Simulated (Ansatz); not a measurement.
```yaml
atoms:
  - { symbol: B, position_ang: [0.0000, 0.0000, 0.0077] }
  - { symbol: H, position_ang: [0.0000, 0.0000, 1.2083] }
  - { symbol: F, position_ang: [1.1406, 0.0000, -0.6730] }
  - { symbol: F, position_ang: [-1.1406, 0.0000, -0.6730] }
```

Level of theory: RKS PBE-D4/6-31G* in Ansatz 0.2.0.

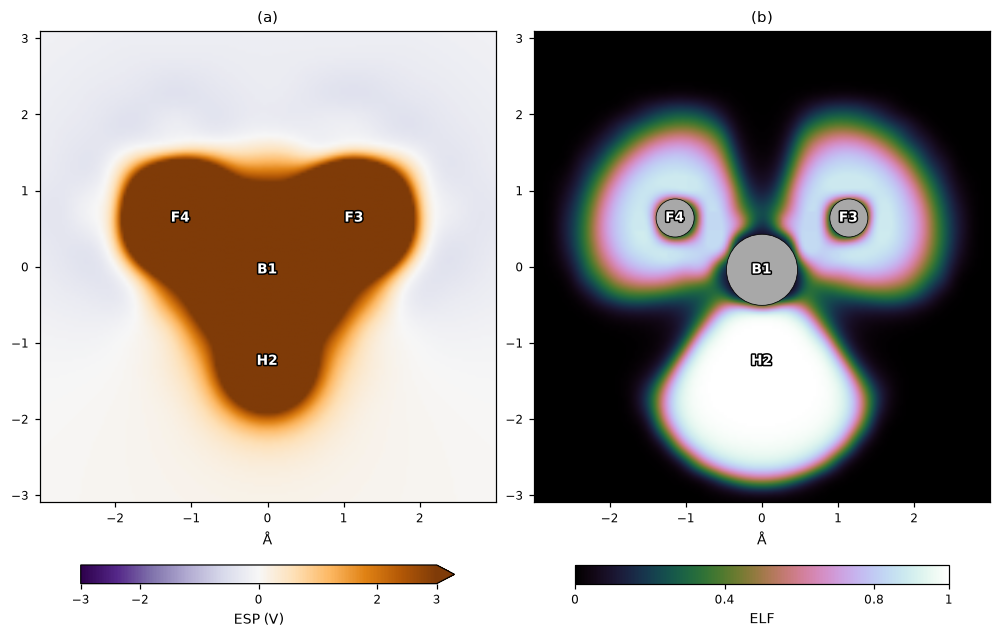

BF2H. (a) electrostatic potential; (b) ELF on the molecular plane. Grey discs cover the atomic cores in the ELF map.

What does the map show?

Atoms in the plane: B, H and F.
B–F (1.33 Å): the ELF peaks at about 0.85 between the atoms; a shared but strongly polarised pair.
B–H (1.20 Å): the ELF climbs to about 1 towards the hydrogen, as it does in any bond to H: a covalent bond by its length.
The ELF also peaks beside F4 and F3, away from the bonds: lone-pair regions.
Outside the dense part of the molecule the potential is most negative (−0.4 V) near F3 and F4.
